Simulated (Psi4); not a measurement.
## Run report: CAlClFNO, single-point calculation

The run: single-point calculation of CAlClFNO, multiplicity 3, SMILES O=C=[N][Al]([F])[Cl]. Method and program: TPSS/cc-pVDZ, UKS (Psi4 1.11).

The geometry is that of the parent species in another charge or spin state. The geometry comes from this level: PBE0-D4/def2-TZVP.

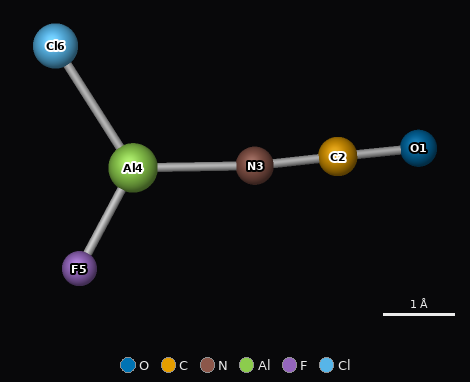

Fig. 1: The structure as given in the input (ball-and-stick view, seen on its broad side; atoms are numbered from 1 in the order of the input). Sticks mark near contacts. Bond lengths as drawn: Al–Cl 2.06 Å, Al–F 1.63 Å, Al–N 1.74 Å, C–N 1.20 Å and C–O 1.16 Å.

### Summary

| quantity | value |
| --- | --- |
| outcome | converged |
| total energy | −970.616466 hartree |
| basis functions | 92 |
| ⟨S²⟩ | 2.004 |
| dipole moment | 2.57 D |
| hardware | 1 thread of AMD EPYC (Zen 5), 32 GiB of memory available, shared host |
| wall time | 1.7 min |
| peak memory | 1.3 GiB |

### The input (calclfno.dat)
```
memory 2200 MB

molecule {
  0 3
  O     -1.726000    -0.301300     2.353900
  C     -1.034500    -0.244700     1.421600
  N     -0.321400    -0.196300     0.461800
  Al     0.694800     0.033100    -0.933400
  F      1.379200    -1.268200    -1.642400
  Cl     1.050000     1.913400    -1.707800
  symmetry c1
  no_reorient
  no_com
}

set globals {
  basis cc-pVDZ
  reference uks
  puream true
  e_convergence 1e-09
  d_convergence 1e-08
  scf_type pk
  dft_radial_points 99
  dft_spherical_points 590
  maxiter 100
}

energy("tpss")
```

Run as:
```bash
psi4 -n 1 calclfno.dat calclfno.out
```

### What the program printed
```
Psi4 1.11 release

   => Loading Basis Set <=

    Name: CC-PVDZ
    Role: ORBITAL
    Keyword: BASIS

         ---------------------------------------------------------
                                   SCF
                              UKS Reference
                        1 Threads,   2098 MiB Core
         ---------------------------------------------------------

  ==> Geometry <==

    Molecular point group: c1
    Full point group: C1

    Geometry (in Angstrom), charge = 0, multiplicity = 3:

       Center              X                  Y                   Z               Mass
    ------------   -----------------  -----------------  -----------------  -----------------
         O           -1.726000000000    -0.301300000000     2.353900000000    15.994914619570
         C           -1.034500000000    -0.244700000000     1.421600000000    12.000000000000
         N           -0.321400000000    -0.196300000000     0.461800000000    14.003074004430
         AL           0.694800000000     0.033100000000    -0.933400000000    26.981538530000
         F            1.379200000000    -1.268200000000    -1.642400000000    18.998403162730
         CL           1.050000000000     1.913400000000    -1.707800000000    34.968852682000

  Running in c1 symmetry.

  Rotational constants: A =      0.13168  B =      0.03545  C =      0.02793 [cm^-1]
  Rotational constants: A =   3947.61145  B =   1062.69878  C =    837.29787 [MHz]
  Nuclear repulsion =  298.716656571062970

  Charge       = 0
  Multiplicity = 3
  Electrons    = 60
  Nalpha       = 31
  Nbeta        = 29

  ==> Algorithm <==

  SCF Algorithm Type is PK.
  DIIS enabled.
  MOM disabled.
  Fractional occupation disabled.
  Guess Type is SAD.
  Energy threshold   = 1.00e-09
  Density threshold  = 1.00e-08
  Integral threshold = 1.00e-12

  ==> Primary Basis <==

  Basis Set: CC-PVDZ
    Blend: CC-PVDZ
    Number of shells: 40
    Number of basis functions: 92
    Number of Cartesian functions: 98
    Spherical Harmonics?: true
    Max angular momentum: 2

  ==> DFT Potential <==

   => LibXC <=

    Version 7.1.2

   => Composite Functional: TPSS <=

    TPSS Meta-GGA XC Functional

    Deriv               =              1
    GGA                 =           TRUE
    Meta                =           TRUE

    Exchange Hybrid     =          FALSE
    MP2 Hybrid          =          FALSE

   => Exchange Functionals <=

    1.0000   XC_MGGA_X_TPSS

   => Correlation Functionals <=

    1.0000   XC_MGGA_C_TPSS

   => LibXC Density Thresholds  <==

    XC_MGGA_C_TPSS:  1.00E-15
    XC_MGGA_X_TPSS:  1.00E-15

   => Molecular Quadrature <=

    Radial Scheme          =       TREUTLER
    Pruning Scheme         =           NONE
    Nuclear Scheme         =       TREUTLER

    Blocking Scheme        =         OCTREE
    BS radius alpha        =              1
    Pruning alpha          =              1
    Radial Points          =             99
    Spherical Points       =            590
    Total Points           =         334600
    Total Blocks           =           2508
    Max Points             =            256
    Max Functions          =             92
    Weights Tolerance      =       1.00E-15

  ==> Integral Setup <==

  Using in-core PK algorithm.
   Calculation information:
      Number of atoms:                   6
      Number of AO shells:              40
      Number of primitives:            188
      Number of atomic orbitals:        98
      Number of basis functions:        92

      Integral cutoff                 1.00e-12
      Number of threads:                 1

  Performing in-core PK
  Using 18305562 doubles for integral storage.
  We computed 269478 shell quartets total.
  Whereas there are 336610 unique shell quartets.

  ==> DiskJK: Disk-Based J/K Matrices <==

    J tasked:                  Yes
    K tasked:                   No
    wK tasked:                  No
    Memory [MiB]:              546
    Schwarz Cutoff:          1E-12

  Cached 50.0% of DFT collocation blocks in 0.807 [GiB].

  Minimum eigenvalue in the overlap matrix is 4.1974409767E-03.
  Reciprocal condition number of the overlap matrix is 1.0689153089E-03.
    Using symmetric orthogonalization.

  ==> Pre-Iterations <==

  SCF Guess: Superposition of Atomic Densities via on-the-fly atomic UHF (no occupation information).

   -------------------------
    Irrep   Nso     Nmo
   -------------------------
     A         92      92
   -------------------------
    Total      92      92
   -------------------------

  ==> Iterations <==

                        Total Energy        Delta E     RMS |[F,P]|

   @UKS iter SAD:  -970.28584817921092   -9.70286e+02   0.00000e+00
   @UKS iter   1:  -969.96936271808920    3.16485e-01   1.13964e-02 DIIS/ADIIS
   @UKS iter   2:  -965.19588835628849    4.77347e+00   2.73112e-02 DIIS/ADIIS
   @UKS iter   3:  -970.09886199587208   -4.90297e+00   1.01739e-02 DIIS/ADIIS
   @UKS iter   4:  -970.19919016835547   -1.00328e-01   9.15255e-03 DIIS/ADIIS
   @UKS iter   5:  -970.53627801056382   -3.37088e-01   4.06542e-03 DIIS/ADIIS
   @UKS iter   6:  -970.54182863524500   -5.55062e-03   4.13591e-03 DIIS/ADIIS
   @UKS iter   7:  -970.59901674468654   -5.71881e-02   1.49772e-03 DIIS/ADIIS
   @UKS iter   8:  -970.59547784478536    3.53890e-03   1.55908e-03 DIIS/ADIIS
   @UKS iter   9:  -970.61204964217006   -1.65718e-02   7.18334e-04 DIIS/ADIIS
   @UKS iter  10:  -970.61554584674650   -3.49620e-03   3.22560e-04 DIIS/ADIIS
   @UKS iter  11:  -970.61635405404888   -8.08207e-04   1.25504e-04 DIIS/ADIIS
   @UKS iter  12:  -970.61640683046710   -5.27764e-05   8.26936e-05 DIIS
   @UKS iter  13:  -970.61643703129846   -3.02008e-05   5.97909e-05 DIIS
   @UKS iter  14:  -970.61646591707495   -2.88858e-05   3.39988e-06 DIIS
   @UKS iter  15:  -970.61646601826101   -1.01186e-07   7.51386e-07 DIIS
   @UKS iter  16:  -970.61646602021267   -1.95166e-09   7.71209e-07 DIIS
   @UKS iter  17:  -970.61646602716462   -6.95195e-09   4.13169e-07 DIIS
   @UKS iter  18:  -970.61646602853182   -1.36720e-09   3.05052e-07 DIIS
   @UKS iter  19:  -970.61646602212465    6.40716e-09   4.06760e-07 DIIS
   @UKS iter  20:  -970.61646601499490    7.12976e-09   3.26931e-07 DIIS
   @UKS iter  21:  -970.61646601230655    2.68835e-09   1.00160e-07 DIIS
   @UKS iter  22:  -970.61646601203961    2.66937e-10   4.82048e-08 DIIS
   @UKS iter  23:  -970.61646601203279    6.82121e-12   2.39438e-08 DIIS
   @UKS iter  24:  -970.61646601203506   -2.27374e-12   1.42277e-08 DIIS
   @UKS iter  25:  -970.61646601203563   -5.68434e-13   6.77123e-09 DIIS
  Energy and wave function converged.

  ==> Post-Iterations <==

   Electrons on quadrature grid:
      Nalpha   =   31.0000002215 ; deviation = 2.215e-07
      Nbeta    =   29.0000001663 ; deviation = 1.663e-07
      Ntotal   =   60.0000003878 ; deviation = 3.878e-07

   @Spin Contamination Metric:   3.955208120E-03
   @S^2 Expected:                2.000000000E+00
   @S^2 Observed:                2.003955208E+00
   @S   Expected:                1.000000000E+00
   @S   Observed:                1.000000000E+00

    Orbital Energies [Eh]
    ---------------------

    Alpha Occupied:

       1A   -101.014101     2A    -55.684974     3A    -24.390207
       4A    -19.019660     5A    -14.221929     6A    -10.142396
       7A     -9.254496     8A     -7.029915     9A     -7.028112
      10A     -7.024560    11A     -4.034496    12A     -2.604754
      13A     -2.604162    14A     -2.603569    15A     -1.105922
      16A     -1.069367    17A     -0.941741    18A     -0.777000
      19A     -0.573659    20A     -0.508354    21A     -0.497218
      22A     -0.470840    23A     -0.401784    24A     -0.374451
      25A     -0.372558    26A     -0.346686    27A     -0.340878
      28A     -0.334536    29A     -0.320935    30A     -0.305790
      31A     -0.090909

    Alpha Virtual:

      32A     -0.073064    33A     -0.031612    34A     -0.011511
      35A      0.037236    36A      0.072708    37A      0.122276
      38A      0.151605    39A      0.172355    40A      0.212062
      41A      0.242755    42A      0.255778    43A      0.280208
      44A      0.312635    45A      0.356986    46A      0.382983
      47A      0.416016    48A      0.433771    49A      0.492659
      50A      0.552296    51A      0.591760    52A      0.633613
      53A      0.652119    54A      0.677602    55A      0.707043
      56A      0.734318    57A      0.749740    58A      0.785005
      59A      0.802921    60A      0.823033    61A      0.914203
      62A      0.966802    63A      0.968856    64A      0.998737
      65A      1.004537    66A      1.056476    67A      1.174760
      68A      1.221911    69A      1.231358    70A      1.251971
      71A      1.291767    72A      1.306113    73A      1.400912
      74A      1.483421    75A      1.720071    76A      1.722503
      77A      1.897551    78A      2.120190    79A      2.167458
      80A      2.311949    81A      2.494718    82A      2.495165
      83A      2.623650    84A      2.796128    85A      3.184795
      86A      3.208082    87A      3.377146    88A      3.547646
      89A      3.556919    90A      3.564448    91A      3.611634
      92A      3.647968

    Beta Occupied:

       1A   -101.013081     2A    -55.683711     3A    -24.389127
       4A    -19.007231     5A    -14.211711     6A    -10.136710
       7A     -9.253605     8A     -7.029573     9A     -7.025049
      10A     -7.024027    11A     -4.032864    12A     -2.603310
      13A     -2.602698    14A     -2.600162    15A     -1.084435
      16A     -1.067481    17A     -0.915078    18A     -0.770680
      19A     -0.553142    20A     -0.494214    21A     -0.461925
      22A     -0.440707    23A     -0.398163    24A     -0.369757
      25A     -0.342791    26A     -0.339315    27A     -0.325448
      28A     -0.308852    29A     -0.302602

    Beta Virtual:

      30A     -0.295736    31A     -0.040301    32A     -0.040022
      33A     -0.020666    34A      0.038013    35A      0.047955
      36A      0.079840    37A      0.136728    38A      0.163843
      39A      0.192340    40A      0.219331    41A      0.258910
      42A      0.286225    43A      0.312507    44A      0.328524
      45A      0.366365    46A      0.392024    47A      0.439190
      48A      0.441801    49A      0.502888    50A      0.560951
      51A      0.599330    52A      0.646672    53A      0.660560
      54A      0.690196    55A      0.717282    56A      0.746198
      57A      0.756668    58A      0.810794    59A      0.829316
      60A      0.833964    61A      0.921655    62A      0.990718
      63A      0.991497    64A      1.015417    65A      1.046120
      66A      1.066825    67A      1.183951    68A      1.236604
      69A      1.253280    70A      1.263222    71A      1.297115
      72A      1.322322    73A      1.405805    74A      1.503277
      75A      1.761042    76A      1.765010    77A      1.916197
      78A      2.167320    79A      2.182168    80A      2.318311
      81A      2.533736    82A      2.535196    83A      2.652858
      84A      2.819136    85A      3.220869    86A      3.225539
      87A      3.398892    88A      3.550904    89A      3.560776
      90A      3.567880    91A      3.612357    92A      3.649672

    Final Occupation by Irrep:
              A
    DOCC [    29 ]
    SOCC [     2 ]
    NA   [    31 ]
    NB   [    29 ]

  @UKS Final Energy:  -970.61646601203563

   => Energetics <=

    Nuclear Repulsion Energy =            298.7166565710629698
    One-Electron Energy =               -1934.8411752404986146
    Two-Electron Energy =                 744.0068152693288539
    DFT Exchange-Correlation Energy =     -78.4987626119288251
    Empirical Dispersion Energy =           0.0000000000000000
    VV10 Nonlocal Energy =                  0.0000000000000000
    Total Energy =                       -970.6164660120356302

  UHF NO Occupations:
  HONO-2 :   29  A 1.9991917
  HONO-1 :   30  A 1.0000000
  HONO-0 :   31  A 1.0000000
  LUNO+0 :   32  A 0.0008083
  LUNO+1 :   33  A 0.0005037
  LUNO+2 :   34  A 0.0002646
  LUNO+3 :   35  A 0.0001349

Computation Completed

Properties will be evaluated at   0.000000,   0.000000,   0.000000 [a0]

Properties computed using the SCF density matrix

 Multipole Moments:

 ------------------------------------------------------------------------------------
     Multipole            Electronic (a.u.)      Nuclear  (a.u.)        Total (a.u.)
 ------------------------------------------------------------------------------------

 L = 1.  Multiply by 2.5417464519 to convert [e a0] to [Debye]
 Dipole X            :        -32.7933852           32.1827918           -0.6105934
 Dipole Y            :        -30.5830142           30.7866621            0.2036479
 Dipole Z            :         48.6957072          -47.9140059            0.7817013
 Magnitude           :                                                    1.0125975

 ------------------------------------------------------------------------------------

	total time  =        102 seconds =       1.70 minutes

    Psi4 run time: 0:01:41.74
```
